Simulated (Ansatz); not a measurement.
# Cs on Cu(100): change of the work function

How does one ordered layer of Cs (hollow site) change the work function of Cu(100), and what dipole does each adsorbate carry?

Calculated with Ansatz 0.2.0; plane-wave DFT, PBE, Ansatz PAW.

## 1. The starting structure

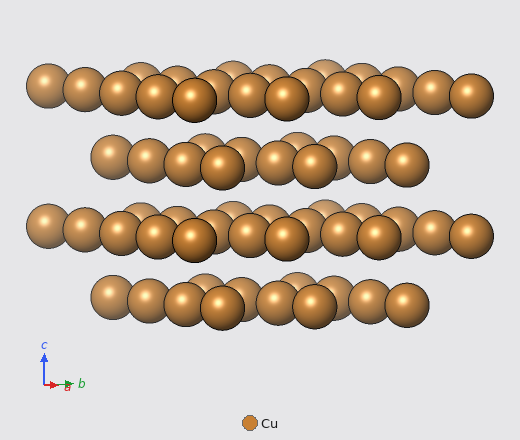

Start, viewed from the side, with the c axis up; copper orange. 4×3×1 cells are drawn. Some periodic images of atoms are drawn too.

The cell holds 4 atoms: 4 Cu. Its edges and angles: a = 2.553 Å, b = 2.553 Å, c = 23.415 Å, α = 90.0°, β = 90.0°, γ = 90.0°. Vacuum lies along c.

## 2. The clean slab

The bare slab comes first, as the zero from which every change is counted. The two lowest layers are held at bulk places and the upper ones relax. The dipole correction removes the false field that a one-sided slab makes across the periodic vacuum, so each face gets a flat vacuum level of its own.

Input file input.yaml:

```yaml
crystal:
  lattice:
    - [2.5526554801, 0.0, 0.0]
    - [0.0, 2.5526554801, 0.0]
    - [0.0, 0.0, 23.415]
  atoms:
    - { symbol: Cu, position: [0.5, 0.5, 0.3843689942] }
    - { symbol: Cu, position: [0.0, 0.0, 0.4614563314] }
    - { symbol: Cu, position: [0.5, 0.5, 0.5385436686] }
    - { symbol: Cu, position: [0.0, 0.0, 0.6156310058] }
kpoints:
  mp_grid: { grid: [12, 12, 1] }
hamiltonian:
  xc: pbe
scf:
  occupations: { method: fermi_dirac, width: 0.1 }
  convergence: { dr2_threshold: 1.0e-08 }
efield:
  axis: 3
  dipole_correction: true
  ramp_position: 0.97
  ramp_width: 0.06
relax:
  f_tol: 0.02
  max_steps: 60
  constraints: [{ sites: [0, 1] }]
output:
  write_potential: true
  write_density: true
  volumetric_format: npy
```

Launch:

```
$ ansatz run input.yaml --threads 4 --pin off --max-ram 6144MiB --backend cpu --events-out ev --progress --plain --runs-dir out
```

Numbers of over 12 decimals in the logs are rounded to 6 here.

Log:

```text
Engine: ansatz 0.2.0, aarch64-unknown-linux-gnu
Pseudopotentials: kind: paw
Pseudopotential: Cu, paw, valence charge 19, recommended cutoff 420 eV (normal), Cu.paw.azcp
Functional definition: PBE
  parameter kappa = 0.804
  parameter beta = 0.066725
  exchange = pbe_x(kappa = kappa, mu = beta*pi^2/3)
  correlation = pbe_c(beta = beta)
Crystal: 4 atoms, lattice volume = 152.573 Å³
Basis set: ecut = 420 eV, 3011 PW (Γ), exchange–correlation on 36×36×320 points (8 copies of the dense FFT grid, shifted against one another)
Bands: 46, of which v1, the nominal top of the filled ones, is band 38 counted from 1 (37 counted from 0)
Symmetry: 8 space group operations
k-points: 28 of 144
Non-local potential: Cu, projectors of the file, l = 0: 3, l = 1: 2, l = 2: 3, l = 3: 1
PAW form: soft (Blöchl's): semilocal exchange-correlation on the pseudo side does not see the compensation charge
PAW one-centre angular grid: Cu, 590 points (default); XC on 64 Gauss nodes
Initial density: superposition of atomic densities (neutral atoms: chi_scale 0, normalization atom), corrected by the library's trained network
Initial wavefunctions: pseudopotential atomic-orbital guess
Functional: x = pbe(κ = 0.804, μ = 0.219515), c = pbe(β = 0.066725)
SCF iter   1: F=—  HF=-26499.487320 eV  |F-HF|=—  |Δ(HF+E_count)|=         —  Δρ=1.44e-3  dr2=1.11e-2  ethr=1.77e-3  p=-0.000 e·Å  D=-7.17e-15 V/Å  ΔV_dip=0.00 eV  dr2_dipole=9.36e-9  V_vac-E_F(+/−)=4.49/4.49 eV  ⟨swp⟩=8.7  Hψ=5648  notcnv=0  defer=4
efield: sawtooth ramp at fractional position 0.9700 (set: `efield.ramp_position`, or a place that a band, a saddle search or an elastic batch's reference lends), width 0.0600; the density the first Hamiltonian is built on has a dipole p = -0.000 e·Å; the dipole correction subtracts the counter field D = -7.17e-15 V/Å, which shifts the + side's vacuum level by +0.00 eV against the − side's; the planar-averaged density in the ramp window peaks in size at 3.2e-5 e/Å³
preconditioner: auto → LDOS  [metal: Δε(μ)=0.060 eV  Ē_g=8.062 eV  σ=0.100 eV  W_gap=0.15  n_scr=18 (ndim 8)  ℏωp=19.9 eV  f_vac=0.639  D(μ)=1.29/eV (n_scr^D=8)  β→1.0]
SCF iter   2: F=—  HF=-26499.492234 eV  |F-HF|=—  |Δ(HF+E_count)|=   4.91e-3  Δρ=1.83e-3  dr2=4.23e-3  ethr=1.46e-5  p=-0.000 e·Å  D=-6.15e-6 V/Å  ΔV_dip=0.00 eV  dr2_dipole=8.99e-8  V_vac-E_F(+/−)=4.58/4.58 eV  ⟨swp⟩=2.9  Hψ=2867  notcnv=0  defer=39
SCF iter   3: F=—  HF=-26499.491934 eV  |F-HF|=—  |Δ(HF+E_count)|=   3.00e-4  Δρ=1.46e-3  dr2=1.64e-3  ethr=5.57e-6  p=-0.000 e·Å  D=-3.99e-5 V/Å  ΔV_dip=0.00 eV  dr2_dipole=2.09e-7  V_vac-E_F(+/−)=4.57/4.57 eV  ⟨swp⟩=2.5  Hψ=2210  notcnv=0  defer=39
SCF iter   4: F=—  HF=-26499.491508 eV  |F-HF|=—  |Δ(HF+E_count)|=   4.25e-4  Δρ=1.91e-4  dr2=1.24e-4  ethr=2.16e-6  p=0.000 e·Å  D=2.29e-5 V/Å  ΔV_dip=-0.00 eV  dr2_dipole=3.76e-9  V_vac-E_F(+/−)=4.57/4.57 eV  ⟨swp⟩=2.0  Hψ=1832  notcnv=0  defer=39
SCF iter   5: F=—  HF=-26499.491515 eV  |F-HF|=—  |Δ(HF+E_count)|=   6.70e-6  Δρ=1.10e-4  dr2=2.44e-5  ethr=1.63e-7  p=-0.000 e·Å  D=-1.13e-5 V/Å  ΔV_dip=0.00 eV  dr2_dipole=1.49e-9  V_vac-E_F(+/−)=4.58/4.58 eV  ⟨swp⟩=2.1  Hψ=1761  notcnv=0  defer=39
SCF iter   6: F=—  HF=-26499.491522 eV  |F-HF|=—  |Δ(HF+E_count)|=   7.00e-6  Δρ=1.05e-4  dr2=1.04e-5  ethr=3.21e-8  p=0.000 e·Å  D=2.18e-5 V/Å  ΔV_dip=-0.00 eV  dr2_dipole=1.22e-8  V_vac-E_F(+/−)=4.58/4.58 eV  ⟨swp⟩=2.0  Hψ=1843  notcnv=0  defer=39
SCF iter   7: F=—  HF=-26499.491515 eV  |F-HF|=—  |Δ(HF+E_count)|=   7.04e-6  Δρ=2.78e-5  dr2=8.10e-7  ethr=1.37e-8  p=0.000 e·Å  D=4.93e-6 V/Å  ΔV_dip=-0.00 eV  dr2_dipole=2.35e-11  V_vac-E_F(+/−)=4.58/4.58 eV  ⟨swp⟩=2.1  Hψ=1733  notcnv=0  defer=39
SCF iter   8: F=—  HF=-26499.491526 eV  |F-HF|=—  |Δ(HF+E_count)|=   1.13e-5  Δρ=2.01e-5  dr2=4.10e-7  ethr=1.07e-9  p=0.000 e·Å  D=3.53e-6 V/Å  ΔV_dip=-0.00 eV  dr2_dipole=2.39e-9  V_vac-E_F(+/−)=4.58/4.58 eV  ⟨swp⟩=2.0  Hψ=1851  notcnv=0  defer=39
SCF iter   9: F=—  HF=-26499.491526 eV  |F-HF|=—  |Δ(HF+E_count)|=   1.27e-7  Δρ=8.58e-6  dr2=8.09e-8  ethr=5.39e-10  p=0.000 e·Å  D=5.33e-7 V/Å  ΔV_dip=-0.00 eV  dr2_dipole=3.71e-10  V_vac-E_F(+/−)=4.58/4.58 eV  ⟨swp⟩=2.0  Hψ=1812  notcnv=0  defer=39
SCF iter  10: F=-26499.491526 eV  HF=-26499.491526 eV  |F-HF|=5.55e-8  |Δ(HF+E_count)|=   3.77e-8  Δρ=1.16e-6  dr2=1.64e-9  ethr=1.32e-11  p=0.000 e·Å  D=2.47e-7 V/Å  ΔV_dip=-0.00 eV  dr2_dipole=7.83e-12  V_vac-E_F(+/−)=4.58/4.58 eV  ⟨swp⟩=8.1  Hψ=9194  notcnv=0
SCF 1 converged in 10 iterations: F = -26499.491526 eV  dr2 = 1.64e-9
  greatest PAW one-centre occupation: 1.000 electrons in one spin orbital (limit 2), on the Cu atom at site 3 (counted from 0), in its partial waves of l = 0
relax step   1: F+E_penalty+E_count = -26499.49152650 eV  Δ(F+E_penalty+E_count) = +0.000e0 eV  max|allowed force component| = 2.181e-1 eV/Å  Δτ_max = 0.0000 Å  (10 SCF iters, accepted)
Initial density: handed on by an earlier stage of this run
Initial wavefunctions: those handed on with the density
iter 1 solved again at ethr=4.94e-7 eV; its pass at ethr=3.10e-3 eV (dr2=3.76e-4 eV) is discarded
SCF iter   1: F=—  HF=-26499.493642 eV  |F-HF|=—  |Δ(HF+E_count)|=         —  Δρ=7.18e-4  dr2=3.81e-4  ethr=4.94e-7  p=0.000 e·Å  D=6.55e-7 V/Å  ΔV_dip=-0.00 eV  dr2_dipole=5.33e-7  V_vac-E_F(+/−)=4.58/4.58 eV  ⟨swp⟩=2.8  Hψ=4247  notcnv=0  defer=52
efield: sawtooth ramp at fractional position 0.9700 (set: `efield.ramp_position`, or a place that a band, a saddle search or an elastic batch's reference lends), width 0.0600; the density the first Hamiltonian is built on has a dipole p = 0.000 e·Å; the dipole correction subtracts the counter field D = 6.55e-7 V/Å, which shifts the + side's vacuum level by -0.00 eV against the − side's; the planar-averaged density in the ramp window peaks in size at 2.3e-5 e/Å³
preconditioner: auto → LDOS  [metal: Δε(μ)=0.090 eV  Ē_g=8.129 eV  σ=0.100 eV  W_gap=0.22  n_scr=18 (ndim 8)  ℏωp=19.9 eV  f_vac=0.638  D(μ)=1.28/eV (n_scr^D=8)  β→1.0]
SCF iter   2: F=—  HF=-26499.493463 eV  |F-HF|=—  |Δ(HF+E_count)|=   1.80e-4  Δρ=1.93e-4  dr2=8.92e-5  ethr=4.94e-7  p=0.000 e·Å  D=2.69e-4 V/Å  ΔV_dip=-0.01 eV  dr2_dipole=1.27e-5  V_vac-E_F(+/−)=4.58/4.58 eV  ⟨swp⟩=2.1  Hψ=2198  notcnv=0  defer=52
SCF iter   3: F=—  HF=-26499.493458 eV  |F-HF|=—  |Δ(HF+E_count)|=   4.73e-6  Δρ=1.84e-4  dr2=3.53e-5  ethr=1.17e-7  p=0.000 e·Å  D=1.03e-4 V/Å  ΔV_dip=-0.00 eV  dr2_dipole=5.88e-7  V_vac-E_F(+/−)=4.58/4.58 eV  ⟨swp⟩=2.0  Hψ=1859  notcnv=0  defer=52
SCF iter   4: F=—  HF=-26499.493455 eV  |F-HF|=—  |Δ(HF+E_count)|=   2.82e-6  Δρ=9.12e-5  dr2=8.65e-6  ethr=4.64e-8  p=0.000 e·Å  D=1.63e-4 V/Å  ΔV_dip=-0.00 eV  dr2_dipole=1.04e-7  V_vac-E_F(+/−)=4.58/4.58 eV  ⟨swp⟩=2.0  Hψ=1849  notcnv=0  defer=52
SCF iter   5: F=—  HF=-26499.493458 eV  |F-HF|=—  |Δ(HF+E_count)|=   3.12e-6  Δρ=2.20e-5  dr2=5.03e-7  ethr=1.14e-8  p=0.000 e·Å  D=1.56e-4 V/Å  ΔV_dip=-0.00 eV  dr2_dipole=1.16e-8  V_vac-E_F(+/−)=4.58/4.58 eV  ⟨swp⟩=2.0  Hψ=1786  notcnv=0  defer=52
SCF iter   6: F=—  HF=-26499.493458 eV  |F-HF|=—  |Δ(HF+E_count)|=   2.31e-7  Δρ=1.23e-5  dr2=1.50e-7  ethr=6.62e-10  p=0.000 e·Å  D=1.63e-4 V/Å  ΔV_dip=-0.00 eV  dr2_dipole=2.72e-9  V_vac-E_F(+/−)=4.58/4.58 eV  ⟨swp⟩=2.0  Hψ=1850  notcnv=0  defer=52
SCF iter   7: F=-26499.493458 eV  HF=-26499.493458 eV  |F-HF|=7.91e-9  |Δ(HF+E_count)|=   8.22e-8  Δρ=2.24e-6  dr2=5.36e-9  ethr=1.32e-11  p=0.000 e·Å  D=1.65e-4 V/Å  ΔV_dip=-0.00 eV  dr2_dipole=5.96e-12  V_vac-E_F(+/−)=4.58/4.58 eV  ⟨swp⟩=8.1  Hψ=9402  notcnv=0
SCF 2 converged in 7 iterations: F = -26499.493458 eV  dr2 = 5.36e-9
  greatest PAW one-centre occupation: 1.000 electrons in one spin orbital (limit 2), on the Cu atom at site 0 (counted from 0), in its partial waves of l = 0
relax step   2: F+E_penalty+E_count = -26499.49345845 eV  Δ(F+E_penalty+E_count) = -1.932e-3 eV  max|allowed force component| = 1.395e-1 eV/Å  Δτ_max = 0.0117 Å  (7 SCF iters, accepted)
SCF iter   1: F=—  HF=-26499.495296 eV  |F-HF|=—  |Δ(HF+E_count)|=         —  Δρ=1.19e-3  dr2=9.92e-4  ethr=1.36e-5  p=0.000 e·Å  D=1.65e-4 V/Å  ΔV_dip=-0.00 eV  dr2_dipole=3.18e-9  V_vac-E_F(+/−)=4.58/4.58 eV  ⟨swp⟩=3.2  Hψ=3121  notcnv=0  defer=52
efield: sawtooth ramp at fractional position 0.9700 (set: `efield.ramp_position`, or a place that a band, a saddle search or an elastic batch's reference lends), width 0.0600; the density the first Hamiltonian is built on has a dipole p = 0.000 e·Å; the dipole correction subtracts the counter field D = 1.65e-4 V/Å, which shifts the + side's vacuum level by -0.00 eV against the − side's; the planar-averaged density in the ramp window peaks in size at 2.2e-5 e/Å³
preconditioner: auto → LDOS  [metal: Δε(μ)=0.088 eV  Ē_g=8.129 eV  σ=0.100 eV  W_gap=0.21  n_scr=18 (ndim 8)  ℏωp=19.9 eV  f_vac=0.638  D(μ)=1.29/eV (n_scr^D=8)  β→1.0]
SCF iter   2: F=—  HF=-26499.494825 eV  |F-HF|=—  |Δ(HF+E_count)|=   4.71e-4  Δρ=3.85e-4  dr2=2.55e-4  ethr=1.31e-6  p=0.000 e·Å  D=5.86e-4 V/Å  ΔV_dip=-0.01 eV  dr2_dipole=3.47e-5  V_vac-E_F(+/−)=4.57/4.58 eV  ⟨swp⟩=2.0  Hψ=2546  notcnv=0  defer=52
SCF iter   3: F=—  HF=-26499.494799 eV  |F-HF|=—  |Δ(HF+E_count)|=   2.58e-5  Δρ=4.05e-4  dr2=1.71e-4  ethr=3.36e-7  p=0.000 e·Å  D=4.58e-4 V/Å  ΔV_dip=-0.01 eV  dr2_dipole=3.20e-6  V_vac-E_F(+/−)=4.57/4.58 eV  ⟨swp⟩=2.2  Hψ=2080  notcnv=0  defer=52
SCF iter   4: F=—  HF=-26499.494776 eV  |F-HF|=—  |Δ(HF+E_count)|=   2.40e-5  Δρ=6.85e-5  dr2=6.36e-6  ethr=2.25e-7  p=0.000 e·Å  D=4.56e-4 V/Å  ΔV_dip=-0.01 eV  dr2_dipole=2.49e-7  V_vac-E_F(+/−)=4.57/4.58 eV  ⟨swp⟩=2.0  Hψ=1803  notcnv=0  defer=52
SCF iter   5: F=—  HF=-26499.494796 eV  |F-HF|=—  |Δ(HF+E_count)|=   2.04e-5  Δρ=2.59e-5  dr2=9.69e-7  ethr=8.37e-9  p=0.000 e·Å  D=4.76e-4 V/Å  ΔV_dip=-0.01 eV  dr2_dipole=9.11e-8  V_vac-E_F(+/−)=4.57/4.58 eV  ⟨swp⟩=2.9  Hψ=1992  notcnv=0  defer=52
SCF iter   6: F=—  HF=-26499.494796 eV  |F-HF|=—  |Δ(HF+E_count)|=   1.95e-7  Δρ=7.49e-6  dr2=6.43e-8  ethr=1.27e-9  p=0.000 e·Å  D=4.75e-4 V/Å  ΔV_dip=-0.01 eV  dr2_dipole=4.70e-9  V_vac-E_F(+/−)=4.57/4.58 eV  ⟨swp⟩=2.0  Hψ=1717  notcnv=0  defer=52
SCF iter   7: F=—  HF=-26499.494796 eV  |F-HF|=—  |Δ(HF+E_count)|=   2.25e-7  Δρ=3.81e-6  dr2=1.47e-8  ethr=1.32e-11  p=0.000 e·Å  D=4.89e-4 V/Å  ΔV_dip=-0.01 eV  dr2_dipole=1.12e-10  V_vac-E_F(+/−)=4.57/4.58 eV  ⟨swp⟩=9.8  Hψ=9018  notcnv=0
SCF iter   8: F=—  HF=-26499.494796 eV  |F-HF|=—  |Δ(HF+E_count)|=   7.59e-8  Δρ=3.61e-6  dr2=1.52e-8  ethr=1.32e-11  p=0.000 e·Å  D=4.94e-4 V/Å  ΔV_dip=-0.01 eV  dr2_dipole=3.72e-10  V_vac-E_F(+/−)=4.57/4.58 eV  ⟨swp⟩=9.1  Hψ=8386  notcnv=0
SCF iter   9: F=-26499.494796 eV  HF=-26499.494796 eV  |F-HF|=1.08e-9  |Δ(HF+E_count)|=   1.26e-8  Δρ=1.23e-6  dr2=2.58e-9  ethr=1.32e-11  p=0.000 e·Å  D=4.96e-4 V/Å  ΔV_dip=-0.01 eV  dr2_dipole=1.01e-10  V_vac-E_F(+/−)=4.57/4.58 eV  ⟨swp⟩=6.8  Hψ=8438  notcnv=0
SCF 3 converged in 9 iterations: F = -26499.494796 eV  dr2 = 2.58e-9
relax step   3: F+E_penalty+E_count = -26499.49479638 eV  Δ(F+E_penalty+E_count) = -1.338e-3 eV  max|allowed force component| = 2.096e-3 eV/Å  Δτ_max = 0.0196 Å  (9 SCF iters, accepted)
NSCF: frozen V_eff on 28 k-points
the band table was solved once a step of the walk had ended and its energy, with any forces and stress, was formed, with the checks that follow a solve (6803 applications of the Hamiltonian). They found nothing against the state; the energy, forces and stress were not computed again (output.eigenvalues in the input reference)
WARN: The output density's exchange-correlation potential varies sharply where the density is thin. Do not read a vacuum level from v_tot or v_xc, or from such a field of the output density. On a cell that repeats whose density bears no net charge and no dipole along the vacuum's axis use v_es (v_loc + v_h of the components); under efield.dipole_correction with no amplitude use v_es + v_field, which holds any externa [...]
SCF converged after 9 iterations
Free energy (F): -26499.494796 eV
Harris-Foulkes:  -26499.494796 eV  (|F-HF|=1.08e-9)
Internal energy: -26499.450325 eV  (E = F + TS)
E sigma→0 (E₀):  -26499.472561 eV
Entropy (-TS):   -0.044472 eV (-11.118 meV/atom)
Fermi energy:    2.077824 eV
Dipole field:    D = 0.000480 V/Å  (p = 0.000405 e·Å, saw-weighted, corrected)
Work function:   Φ+ = 4.5707 eV   Φ− = 4.5819 eV
Levels:          The Fermi level and band energies are counted from a zero that moves with the ramp; work functions are not
--- Per-component energies (eV) ---
  E_band       = -2536.166481
  E_kinetic    = 1198.309528
  E_local      = -168854.316736  (includes V_loc(G=0)·N_el)
  E_nonlocal   = 1567.140432
  E_hartree    = 82915.850747
  E_xc         = -355.051919
  E_vxc        = -457.887175  (∫ρ·V_xc dr)
  E_paw        = -6658.907342  (= ΣΔE_a)
  E_vpaw       = -1821.114881  (= ΣTr[D̂ρ^β])
  E_aug_tail   = 0.001125  (compensation charges beyond the density's cutoff)
  E_efield     = 0.000000  (sawtooth field / dipole correction)
  E_vefield    = -0.000313  (∫n·V_field dr)
  E_ewald      = 63687.523840
  E_smearing   = -0.044472  (= −TS)
  E_closure    = -0.000000  (closes the sum)
  Σ components = -26499.494796   (vs F -26499.494796, Δ=0.00e0)
--- Forces (eV/Å), atoms counted from 1 ---
  atom   1  Cu     0.00000000     0.00000000     0.10441413
  atom   2  Cu    -0.00000000     0.00000000    -0.10661282
  atom   3  Cu     0.00000000     0.00000000     0.00010979
  atom   4  Cu     0.00000000     0.00000000     0.00209603
  max |Σ_I F_I| component: 7.12e-6 eV/Å
--- Band table (eV; the first three rows and the last of 28) ---
  k-point 0: bands = [... 34 lower, 0.3997, 0.6183, 0.6474, 0.6474, 0.6479, 1.6164, 3.1949, 6.4525, ... 4 higher]
  k-point 1: bands = [... 34 lower, 0.4671, 0.5052, 0.5494, 0.6055, 0.6780, 1.9009, 3.5303, 6.6065, ... 4 higher]
  k-point 2: bands = [... 34 lower, 0.4625, 0.4862, 0.5546, 0.6159, 0.6727, 2.5350, 4.3478, 7.0666, ... 4 higher]
  k-point 27: bands = [... 34 lower, 1.0039, 1.0231, 4.5597, 4.5597, 6.7457, 6.7457, 9.5125, 9.5174, ... 4 higher]
--- Relaxed structure (3 steps of the walk, 3 accepted, 0 SCFs on fresh bases) ---
  F+E_penalty+E_count = -26499.49479638 eV   max|allowed force component| = 2.096e-3 eV/Å
  atoms:
    - { symbol: Cu, position: [0.5, 0.5, 0.384369] }
    - { symbol: Cu, position: [0.0, 0.0, 0.461456] }
    - { symbol: Cu, position: [0.5, 0.5, 0.539882] }
    - { symbol: Cu, position: [0, 0.0, 0.615758] }
```

The job ended after 21 s (4 threads of Arm Neoverse V1, shared host; peak memory 0.5 GiB; 79 s of CPU time).

Relaxation path:

```csv
step,energy less that of the first step (eV),largest force component (eV/Å)
1,0.0000,0.2181
2,-0.0019,0.1395
3,-0.0033,0.0021
```

The run keeps the 8 symmetry operations that it works with, so distortions that break them were not tested.

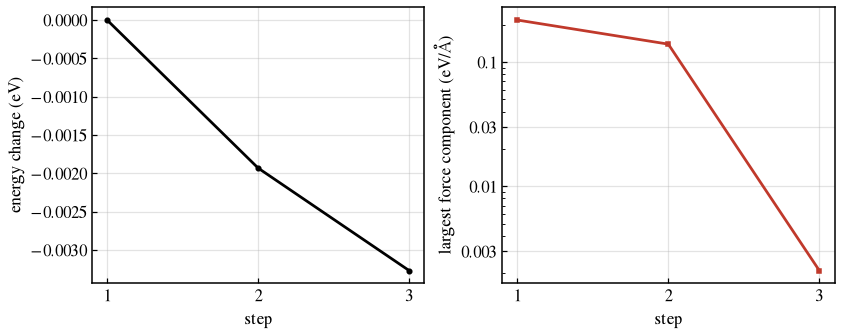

Energy and largest force along the relaxation.

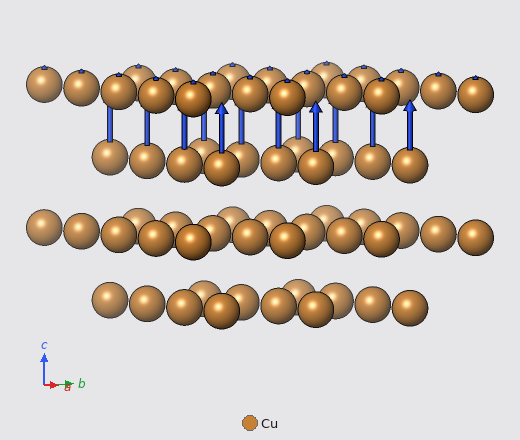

Displacements in the relaxation, exaggerated; the longest in the cell stands for 0.03 Å. 4×3×1 cells are drawn. Some periodic images of atoms are drawn too.

The atoms that moved most (Å):

```
atom     dx     dy     dz  length
 Cu3  0.000  0.000  0.031   0.031
```

The relaxed structure:

```xyz
4
Lattice="2.5527 0.0000 0.0000 0.0000 2.5527 0.0000 0.0000 0.0000 23.4150" Properties=species:S:1:pos:R:3
Cu    1.2763    1.2763    9.0000
Cu    0.0000    0.0000   10.8050
Cu    1.2763    1.2763   12.6413
Cu    0.0000    0.0000   14.4180
```

This step gave:

| Quantity | Value |
| --- | --- |
| energy at zero smearing | -26499.4726 eV |
| work function, upper face | 4.571 eV |
| dipole along the normal | 4.05e-4 e·Å |

Running mean over 1.805 Å of the planar mean; the ramp of the sawtooth is left out. Electron's electrostatic potential energy less the Fermi level against z:

```
z (Å)  electron's electrostatic potential energy less the Fermi level (eV)
    4                                                                 4.58
    6                                                                 4.54
    8                                                                -1.44
   10                                                                -8.72
   12                                                                -8.55
   14                                                                -8.80
   16                                                                 3.08
   18                                                                 4.56
   20                                                                 4.57
```

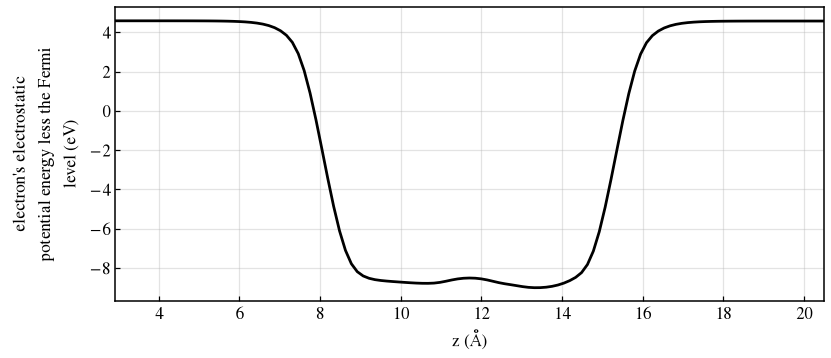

Electron's electrostatic potential energy less the Fermi level against z.

The relaxation took 3 steps and lowered the energy by 0.0033 eV; the largest force on the free atoms ends at 0.0021 eV/Å.

The work function of the upper face is 4.57 eV.

[end of part 1 of 2]

[Logs are printed without paths, hosts, clocks, repeated set-up lines and the standing remarks that a program may print on its own settings, such as how far it seeks lower states.]

[Hosts, paths, dates, database ids (printed as entryN), source tags and the programs' standing remarks are cut or masked in the printed files.]

[Maps of the electrostatic potential energy from Ansatz leave out the sawtooth potential of an applied field or a dipole correction, so their vacuum need not be flat; planar profiles and work functions include it.]
